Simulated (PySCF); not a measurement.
## GaH2ClO2: excited-state calculation

System: GaH2ClO2.
Method: TDDFT CAM-B3LYP/def2-SVPD, vertical, gas phase, core orbitals frozen in the response (PySCF 2.14.0).

The geometry comes from this level: PBE0-D3(BJ)/def2-SVP.

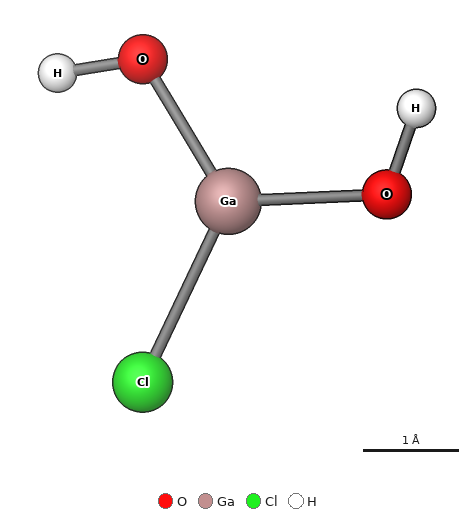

The input geometry (ball-and-stick view, seen at a tilt). Sticks mark near contacts. Bond lengths as drawn: Cl–Ga 2.13 Å, Ga–O 1.77 Å and H–O 0.96 Å.

Summary

```json
{"quantity": "outcome", "value": "converged"}
{"quantity": "total energy", "value": "−2536.423661 hartree"}
{"quantity": "HOMO", "value": "−10.81 eV"}
{"quantity": "LUMO", "value": "−0.76 eV"}
{"quantity": "dipole moment", "value": "1.59 D"}
{"quantity": "mean polarisability", "value": "47.51 a.u."}
{"quantity": "vertical ionisation energy", "value": "11.99 eV"}
{"quantity": "vertical electron affinity", "value": "0.07 eV"}
{"quantity": "lowest singlet excitation", "value": "6.49 eV"}
{"quantity": "hardware", "value": "1 CPU thread, shared host"}
{"quantity": "wall time", "value": "2.3 min"}
{"quantity": "peak memory", "value": "0.58 GiB"}
```

Notes

Spin–orbit coupling is left out, which matters for the heavy atoms.

Input file
```
{"job": {"kind": "uv", "xc": "CAM-B3LYP", "basis": "def2-SVPD", "nstates": 6, "ntriplets": 2, "ip": true}, "charge": 0, "multiplicity": 1}
O      0.639008     1.670602     0.048926
Ga    -0.265491     0.184205     0.348668
O      0.195023    -1.314134    -0.476548
Cl    -1.906201     0.228274     1.706059
H      1.358950     1.542564    -0.579294
H     -0.354330    -2.069818    -0.241582
```

The first line tells a small driver script what to run in PySCF; the rest is the geometry in Å.

Run as:
```bash
OMP_NUM_THREADS=1 python <driver script> task.json out
```

Output
```
coarse grid: 29040 points
cycle   1  E = -2536.2097861818  dE = -1.893e-01  |g| = 1.086e+00  |ddm| = 3.110e+00
cycle   2  E = -2535.9643536136  dE =  2.454e-01  |g| = 1.621e+00  |ddm| = 2.966e+00
cycle   3  E = -2536.4217759254  dE = -4.574e-01  |g| = 9.073e-02  |ddm| = 1.761e+00
cycle   4  E = -2536.4233517449  dE = -1.576e-03  |g| = 4.448e-02  |ddm| = 1.527e-01
cycle   5  E = -2536.4236802548  dE = -3.285e-04  |g| = 7.676e-03  |ddm| = 4.291e-02
cycle   6  E = -2536.4236891560  dE = -8.901e-06  |g| = 2.722e-03  |ddm| = 1.093e-02
final grid: 58200 points
cycle   7  E = -2536.4236600730  dE = -2.906e-07  |g| = 2.775e-03  |ddm| = 5.627e-03
cycle   8  E = -2536.4236593013  dE =  7.716e-07  |g| = 3.480e-03  |ddm| = 5.015e-03
cycle   9  E = -2536.4236613856  dE = -2.084e-06  |g| = 4.628e-04  |ddm| = 2.991e-03
cycle  10  E = -2536.4236614243  dE = -3.865e-08  |g| = 3.874e-05  |ddm| = 4.386e-04
cycle  11  E = -2536.4236614248  dE = -4.948e-10  |g| = 3.042e-05  |ddm| = 8.949e-05
```

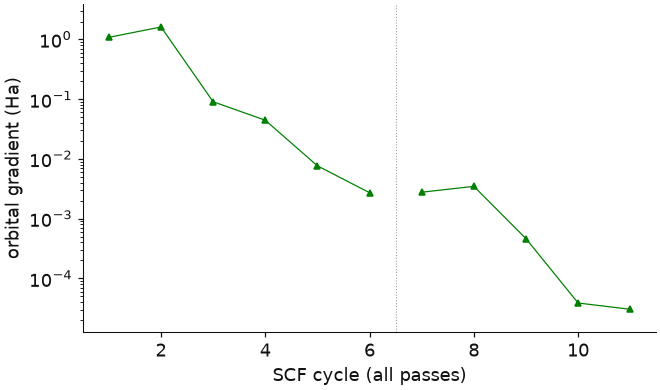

Convergence of the self-consistent field: orbital gradient against the SCF cycle. The dotted line marks the change from a coarse to the final integration grid. The first 6 cycles use a coarse grid, the final grid takes over at cycle 7, and the field converges after 11 cycles in all.

```
converged SCF energy = -2536.4236614248

Static polarisability (au): isotropic 47.509, principal 37.741 48.611 56.174

Singlet excitations
state   eV       nm        f      main configurations
  1   6.4925    191.0   0.00004   H-2->L 0.85
  2   6.6384    186.8   0.00005   H-1->L 0.82
  3   6.6899    185.3   0.05397   H->L 0.90
  4   7.4549    166.3   0.04556   H-3->L 0.57, H-2->L+1 0.20, H-5->L 0.16
  5   7.5479    164.3   0.13231   H-4->L 0.85
  6   7.5743    163.7   0.03415   H-5->L 0.50, H-1->L+1 0.26, H-3->L 0.14

Triplet excitations (Tamm-Dancoff, eV): 6.0897 6.2064
Vertical ionisation energy (delta-SCF) = 11.9932 eV
Vertical electron affinity (delta-SCF) = 0.0711 eV
```

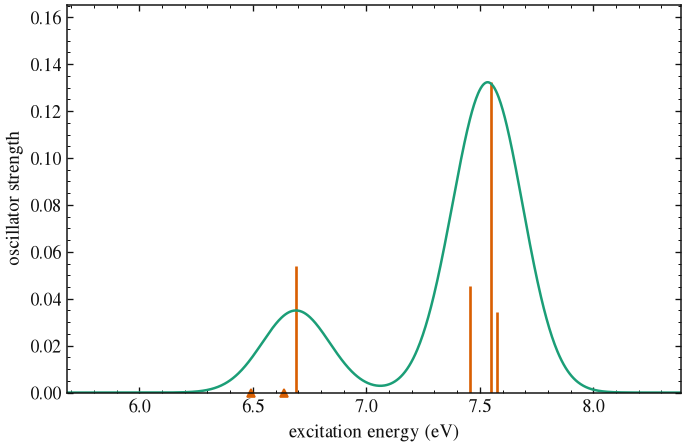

Computed excitations as sticks (degenerate states added up, dark ones marked on the axis), with a Gaussian envelope of 0.35 eV full width at half maximum, scaled to the tallest. Of the 6 states the lowest lies at 6.49 eV (f = 0.000); the strongest line is at 7.55 eV, or 164 nm (f = 0.132).

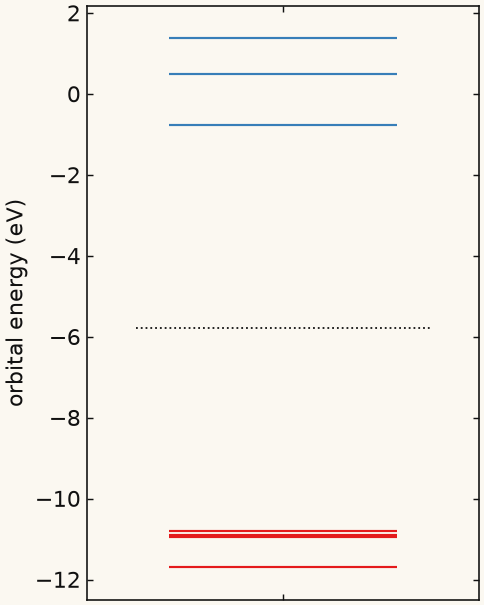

Orbital energies near the frontier; the dotted line parts filled from empty levels, and levels within 0.02 eV of each other stand side by side. Highest filled −10.81 eV, lowest empty −0.76 eV, 10.05 eV apart.
